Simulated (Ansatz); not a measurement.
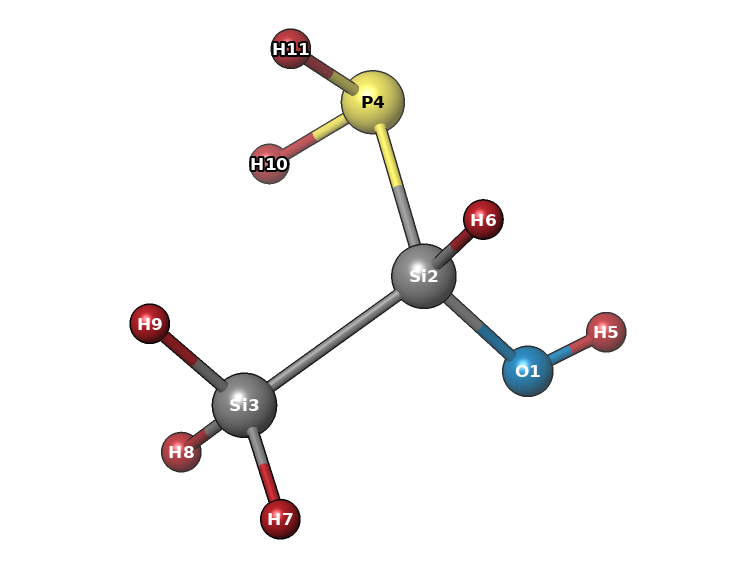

Depth is shown by fading: the farther an atom, the more it takes the colour of the background. Computed geometry: PBE0-D4/def2-TZVP optimisation. No frequency run is at hand to confirm it as a minimum.

> Which atoms or bonds are stereogenic?

Centres: Si2.

> Assign CIP descriptors.

Si2: R (priorities P4 > Si3 > O1 > H6).
